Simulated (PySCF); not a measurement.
# C₄H₄F₂OS (triplet): open-shell or spin-flip excitations

Wanted: open-shell or spin-flip excitations for C₄H₄F₂OS (triplet) (`C=C[S@SP3](=O)C=C(F)F`).

Programs: PySCF 2.14.0, with routines of our own; each step states its level. All values are computed. Atoms count from 0.

## (1) The system as given

12 atoms, charge 0, multiplicity 3; geometry from: GFN2-xTB.

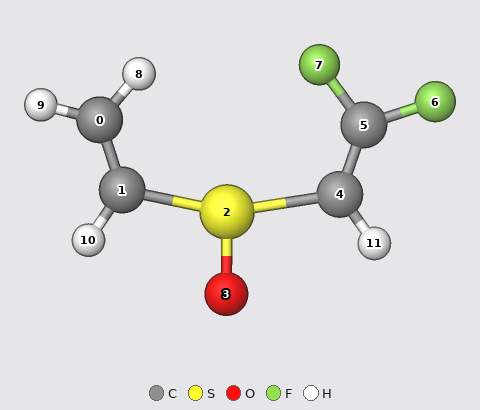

The starting geometry (carbon grey, sulfur yellow, oxygen red, fluorine green, hydrogen white).

## (2) Open-shell or spin-flip excitations: unrestricted TDA CAM-B3LYP/def2-SVPD

The job: settings as JSON, then the geometry in Å.

```
{"job": {"kind": "uabs", "xc": "CAM-B3LYP", "basis": "def2-SVPD", "nstates": 10, "tda": true}, "charge": 0, "multiplicity": 3}
C      2.195246     1.057380    -0.474926
C      1.966084    -0.226163    -0.322948
S      0.188748    -0.840427     0.009662
O      0.393259    -2.283777     0.104854
C     -1.819223    -0.776709     0.317829
C     -2.401631     0.393282     0.308859
F     -3.702307     0.647300     0.489209
F     -1.767924     1.549391     0.110539
H      1.399406     1.782041    -0.415359
H      3.184002     1.449382    -0.664427
H      2.672329    -1.036014    -0.360950
H     -2.306791    -1.716371     0.474868
```

With the program's defaults for keys left out, this is: unrestricted TDA CAM-B3LYP/def2-SVPD, vertical, gas phase, core orbitals frozen in the response.

Launch:

```
> OMP_NUM_THREADS=1 python excited_run.py task.json out
```

This one command runs all jobs of the session in turn.

Log:

```text
coarse grid: 11712 points
cycle   1  E = -826.7958585151  dE =  1.460e+00  |g| = 7.309e-01  |ddm| = 3.976e+00
cycle   2  E = -826.4059804239  dE =  3.899e-01  |g| = 1.259e+00  |ddm| = 2.043e+00
cycle   3  E = -827.0254250077  dE = -6.194e-01  |g| = 1.369e-01  |ddm| = 1.390e+00
cycle   4  E = -827.0327516002  dE = -7.327e-03  |g| = 8.020e-02  |ddm| = 2.595e-01
cycle   5  E = -827.0359687131  dE = -3.217e-03  |g| = 1.753e-02  |ddm| = 1.057e-01
cycle   6  E = -827.0364120732  dE = -4.434e-04  |g| = 8.454e-03  |ddm| = 5.959e-02
cycle   7  E = -827.0365471793  dE = -1.351e-04  |g| = 4.205e-03  |ddm| = 3.107e-02
cycle   8  E = -827.0365822671  dE = -3.509e-05  |g| = 1.953e-03  |ddm| = 1.574e-02
cycle   9  E = -827.0365934800  dE = -1.121e-05  |g| = 1.116e-03  |ddm| = 8.976e-03
cycle  10  E = -827.0365967023  dE = -3.222e-06  |g| = 7.058e-04  |ddm| = 4.170e-03
final grid: 112488 points
cycle  11  E = -827.1469988184  dE = -2.988e-05  |g| = 3.086e-03  |ddm| = 5.300e-02
cycle  12  E = -827.1469979712  dE =  8.472e-07  |g| = 3.824e-03  |ddm| = 7.206e-03
cycle  13  E = -827.1470031118  dE = -5.141e-06  |g| = 4.679e-04  |ddm| = 3.426e-03
cycle  14  E = -827.1470033138  dE = -2.020e-07  |g| = 3.333e-04  |ddm| = 8.968e-04
cycle  15  E = -827.1470034956  dE = -1.818e-07  |g| = 1.657e-04  |ddm| = 8.136e-04
cycle  16  E = -827.1470035943  dE = -9.866e-08  |g| = 1.209e-04  |ddm| = 6.685e-04
cycle  17  E = -827.1470036631  dE = -6.885e-08  |g| = 4.745e-05  |ddm| = 8.767e-04
cycle  18  E = -827.1470036701  dE = -7.022e-09  |g| = 2.592e-05  |ddm| = 2.805e-04
cycle  19  E = -827.1470036712  dE = -1.048e-09  |g| = 1.150e-05  |ddm| = 1.048e-04
cycle  20  E = -827.1470036714  dE = -1.812e-10  |g| = 3.993e-06  |ddm| = 4.038e-05
converged SCF energy = -827.1470036714

Static polarisability (au): isotropic 84.880, principal 48.236 89.131 117.274

<S^2> of the reference = 2.0155 (exact 2.0000)

Excitations
state   eV       nm        f      <S^2>   main configurations
  1   2.8889    429.2   0.00002   2.020   H-1b->Lb 0.96
  2   3.5384    350.4   0.00004   2.052   Hb->L+1b 0.93
  3   4.0228    308.2   0.02381   2.433   Hb->Lb 0.73
  4   4.0609    305.3   0.00165   2.894   H-2b->Lb 0.38, H-1a->La 0.27, H-2b->L+2b 0.10, H-4a->La 0.09
  5   4.1220    300.8   0.00002   2.085   Ha->La 0.83, H-2b->L+1b 0.11
  6   4.3700    283.7   0.05397   2.054   H-1b->L+1b 0.83
  7   4.5680    271.4   0.00001   2.059   H-2b->L+1b 0.84, Ha->La 0.12
  8   4.9765    249.1   0.03169   2.962   Hb->L+6b 0.17, Hb->Lb 0.15, H-1a->L+3a 0.13, H-1a->La 0.12
  9   5.0645    244.8   0.09547   2.508   H-2b->Lb 0.42, H-1a->La 0.18, H-2b->L+2b 0.10
 10   5.1081    242.7   0.00046   2.085   Ha->L+3a 0.86
```

Run time: 83 s. Hardware: 1 thread of Arm Neoverse V1, shared host; peak memory 0.81 GiB.

In short:

```csv
quantity,value
⟨S²⟩,2.015
```

Löwdin spin populations:

```csv
atom,value (e)
C0,0.08
C1,0.28
S2,0.69
O3,0.41
C4,0.41
C5,0.04
F6,0.03
F7,0.01
H8,0.01
H9,0.01
H10,0.02
H11,0.02
```

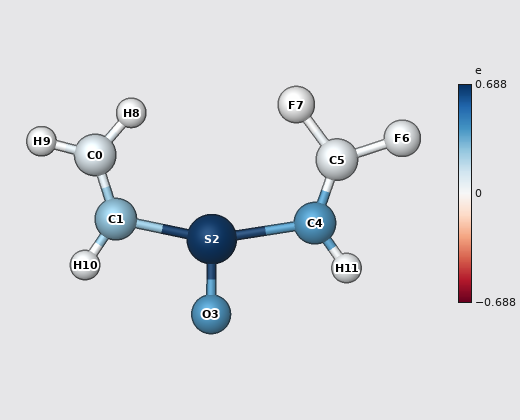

Löwdin spin populations, as colours on the atoms.

With diffuse functions Löwdin's scheme smears the spin, so small populations can have the wrong sign.

## (3) Open-shell or spin-flip excitations: collinear spin-flip TDA BHandHLYP/def2-SVP

The job, as its differences from that of step 2:

```diff
@@ -1,2 +1,2 @@
-{"job": {"kind": "uabs", "xc": "CAM-B3LYP", "basis": "def2-SVPD", "nstates": 10, "tda": true}, "charge": 0, "multiplicity": 3}
+{"job": {"kind": "uabs", "xc": "BHandHLYP", "basis": "def2-SVP", "nstates": 8, "spin_flip": true}, "charge": 0, "multiplicity": 3}
 C      2.195246     1.057380    -0.474926
```

Level: collinear spin-flip TDA BHandHLYP/def2-SVP, vertical, gas phase, core orbitals frozen in the response.

Log:

```text
coarse grid: 11712 points
cycle   1  E = -826.7126976608  dE =  1.493e+00  |g| = 7.370e-01  |ddm| = 2.966e+00
cycle   2  E = -826.4553125037  dE =  2.574e-01  |g| = 1.118e+00  |ddm| = 2.063e+00
cycle   3  E = -826.9525290397  dE = -4.972e-01  |g| = 1.188e-01  |ddm| = 1.499e+00
cycle   4  E = -826.9589065997  dE = -6.378e-03  |g| = 7.682e-02  |ddm| = 1.893e-01
cycle   5  E = -826.9619484952  dE = -3.042e-03  |g| = 1.701e-02  |ddm| = 9.398e-02
cycle   6  E = -826.9624021784  dE = -4.537e-04  |g| = 9.070e-03  |ddm| = 4.806e-02
cycle   7  E = -826.9625399476  dE = -1.378e-04  |g| = 5.168e-03  |ddm| = 2.639e-02
cycle   8  E = -826.9625852907  dE = -4.534e-05  |g| = 2.863e-03  |ddm| = 1.518e-02
cycle   9  E = -826.9626042288  dE = -1.894e-05  |g| = 1.533e-03  |ddm| = 1.003e-02
cycle  10  E = -826.9626099400  dE = -5.711e-06  |g| = 8.712e-04  |ddm| = 4.968e-03
final grid: 112488 points
cycle  11  E = -827.0334924776  dE = -1.657e-05  |g| = 2.428e-03  |ddm| = 9.300e-03
cycle  12  E = -827.0334935079  dE = -1.030e-06  |g| = 2.585e-03  |ddm| = 4.212e-03
cycle  13  E = -827.0334962155  dE = -2.708e-06  |g| = 4.554e-04  |ddm| = 2.299e-03
cycle  14  E = -827.0334967245  dE = -5.091e-07  |g| = 3.994e-04  |ddm| = 1.067e-03
cycle  15  E = -827.0334972299  dE = -5.054e-07  |g| = 2.302e-04  |ddm| = 1.290e-03
cycle  16  E = -827.0334975686  dE = -3.387e-07  |g| = 1.582e-04  |ddm| = 1.441e-03
cycle  17  E = -827.0334976659  dE = -9.727e-08  |g| = 5.553e-05  |ddm| = 9.614e-04
cycle  18  E = -827.0334976741  dE = -8.228e-09  |g| = 3.211e-05  |ddm| = 2.513e-04
cycle  19  E = -827.0334976758  dE = -1.665e-09  |g| = 1.305e-05  |ddm| = 1.146e-04
cycle  20  E = -827.0334976760  dE = -2.169e-10  |g| = 5.898e-06  |ddm| = 2.838e-05
converged SCF energy = -827.0334976760

<S^2> of the reference = 2.0222 (exact 2.0000)

Spin-flip excitations, energies against the reference
state   eV       nm        f      <S^2>   main configurations
  1   0.7247        -   0.00000   2.050   Ha->L+1b 0.46, H-1a->Lb 0.42
  2   1.0681   3610.5   0.00002   0.054   Ha->L+1b 0.51, H-1a->Lb 0.39
  3   1.8860   1067.5   0.00008   0.098   Ha->Lb 0.81, H-1a->L+1b 0.15
  4   2.4912    701.9   0.00007   0.240   H-1a->L+1b 0.82, Ha->Lb 0.15
  5   3.4566    453.8   0.00000   0.987   H-4a->Lb 0.90
  6   4.1280    364.3   0.00003   0.977   H-2a->L+1b 0.90
  7   4.3171    345.1   0.00892   1.491   H-3a->Lb 0.36, H-1a->L+2b 0.28, H-3a->L+2b 0.11
  8   4.6518    315.7   0.02148   1.376   H-2a->Lb 0.45, H-1a->L+2b 0.10, H-2a->L+3b 0.10, H-3a->Lb 0.10
```

Wall time 14 s (1 thread of Arm Neoverse V1, shared host); peak memory 0.68 GiB.

The ⟨S²⟩ below is that of the reference state, of multiplicity 3.

Key values:

```csv
quantity,value
low spin less high spin,0.343 eV
⟨S²⟩,2.022
```

## (4) Open-shell or spin-flip excitations (C₄H₄F₂OS+ (triplet)): wB97X/def2-SVP

The job, as its differences from that of step 3:

```diff
@@ -1,2 +1,2 @@
-{"job": {"kind": "uabs", "xc": "BHandHLYP", "basis": "def2-SVP", "nstates": 8, "spin_flip": true}, "charge": 0, "multiplicity": 3}
+{"job": {"kind": "uabs", "xc": "wB97X", "basis": "def2-SVP", "nstates": 6, "tda": false, "scf": {"max_cycle": 62}}, "charge": 1, "multiplicity": 3}
 C      2.195246     1.057380    -0.474926
```

Level: wB97X/def2-SVP.

Log:

```text
RuntimeError: Electron number 69 and spin 2 are not consistent
Note mol.spin = 2S = Nalpha - Nbeta, not 2S+1
```

Hardware: 1 thread of Arm Neoverse V1, shared host.

Diagnosis: Charge and multiplicity don't fit the number of electrons: an even count needs an odd multiplicity, and the reverse. Cure: mend the charge or the multiplicity.

## (5) Summary of results

| quantity | value |
| --- | --- |
| lowest and brightest state of nearly pure spin, of 10 (step 2, unrestricted TDA CAM-B3LYP/def2-SVPD) | 2.89 eV; 4.37 eV, f = 0.054 |
| low spin less high spin (step 3, collinear spin-flip TDA BHandHLYP/def2-SVP) | 0.343 eV |
| runs | 1 failed, 0 ended on unsound input |

What this shows: States whose ⟨S²⟩ lies well above the reference's are mixtures of spin states, an artefact of the unrestricted response, and are left out of the summary.
